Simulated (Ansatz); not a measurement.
# CH₅ClOSi: what the fields show

Input

```
crystal:
  periodic: [false, false, false]
  atoms:
    - { symbol: Si, position_ang: [-0.506874, 0.703205, -0.086663] }
    - { symbol: C, position_ang: [0.945793, -0.436109, 0.181077] }
    - { symbol: O, position_ang: [-1.575681, -0.31619, -0.83709] }
    - { symbol: H, position_ang: [-1.125322, -1.172303, -0.756426] }
    - { symbol: H, position_ang: [-0.241765, 1.903133, -0.907512] }
    - { symbol: Cl, position_ang: [-1.235495, 1.392262, 1.718115] }
    - { symbol: H, position_ang: [1.315102, -0.790551, -0.789997] }
    - { symbol: H, position_ang: [1.789516, 0.024027, 0.706402] }
    - { symbol: H, position_ang: [0.634925, -1.307373, 0.772194] }
magnetization:
  spin_polarized: true
basis:
  gaussian: { orbitals: "6-31G*" }
hamiltonian:
  xc: pbe0
  dispersion: d4
relax:
  f_tol: 0.03
  max_steps: 50
output:
  orbitals: {}
```

Command:

```sh
ansatz run input.yaml --threads 2 --pin off --max-ram 3072MiB --backend cpu --events-out ev --progress --plain --runs-dir out
```

The fields are those of the relaxed geometry.

All numbers below come from Ansatz 0.2.0, UKS PBE0-D4/6-31G*.

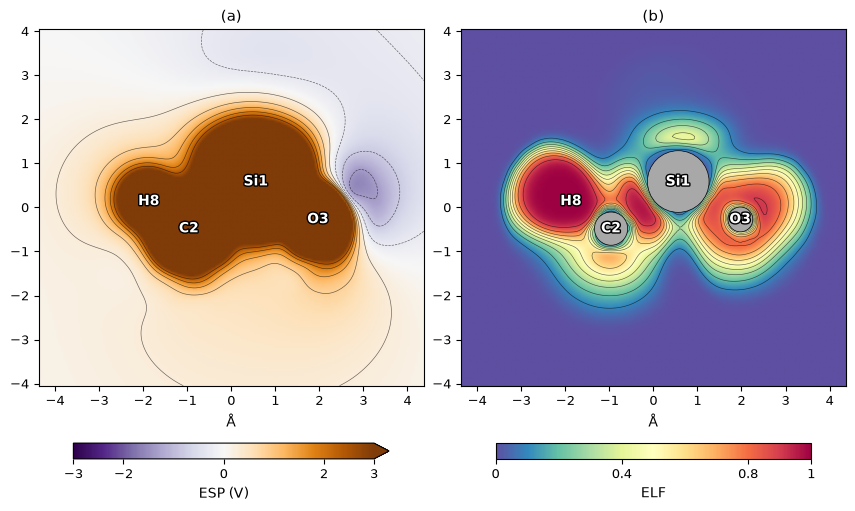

Figure 1. (a) molecular electrostatic potential; (b) electron localisation function on the plane of atoms C2, Si1 and O3. Grey discs cover the atomic cores in the ELF map.

Q: Interpret the plot.

A:
- The section cuts through Si, C, O and H sites.
- Si–O (1.65 Å): the ELF peaks at about 0.85 between the atoms; a shared but strongly polarised pair.
- C–Si (1.86 Å): the ELF peaks at about 0.95 between the atoms (a covalent bond).
- C–H (1.10 Å): the ELF climbs to about 1 towards the hydrogen, as it does in any bond to H; an ordinary covalent bond to hydrogen.
- The ELF also peaks beside O3, away from the bonds: lone-pair regions.
- Outside the dense part of the molecule the potential is most negative (−1.6 V) near O3.

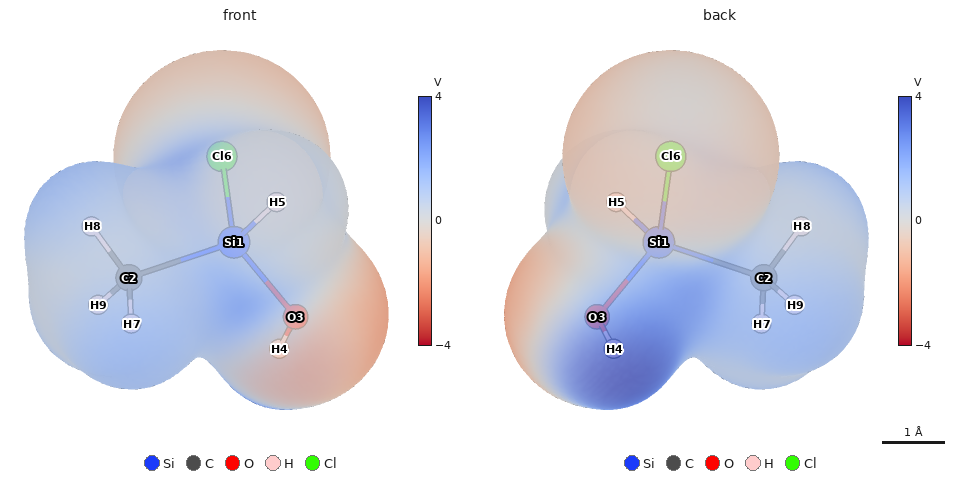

Figure 2. The molecular electrostatic potential painted on the density surface at 0.004 e/bohr³, seen from the front and from behind; red is negative and blue positive.

Q: Which sites attract a positive test charge, and which a negative one?

A: A positive charge is drawn to the negative regions and a negative charge to the positive ones. The most negative region (about −1.5 V) lies over O3, the most positive (about +3.6 V) over H4. O3 is the likeliest acceptor of a hydrogen bond.

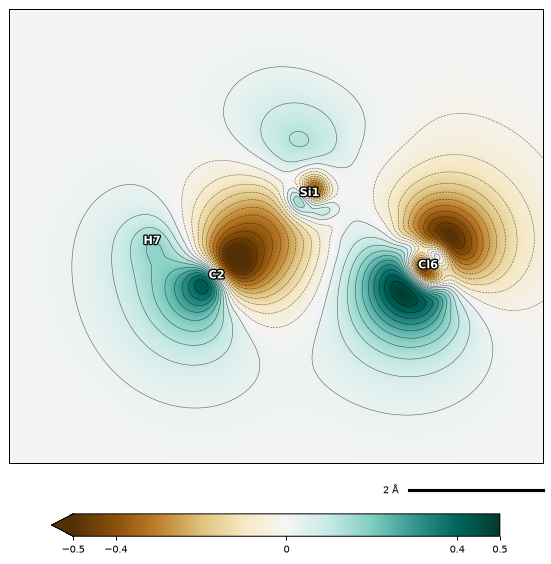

Figure 3. The HOMO on the plane of atoms C2, Si1 and Cl6 (values in Å⁻³ᐟ²; the overall sign is arbitrary).

Q: Where does this orbital lie, and at what energy?

A: By Hirshfeld shares it lies mainly on Cl6 (about 45 %), C2 (about 20 %), Si1 (about 15 %), H5 (about 10 %) and O3 (about 5 %). Its energy is −8.55 eV.
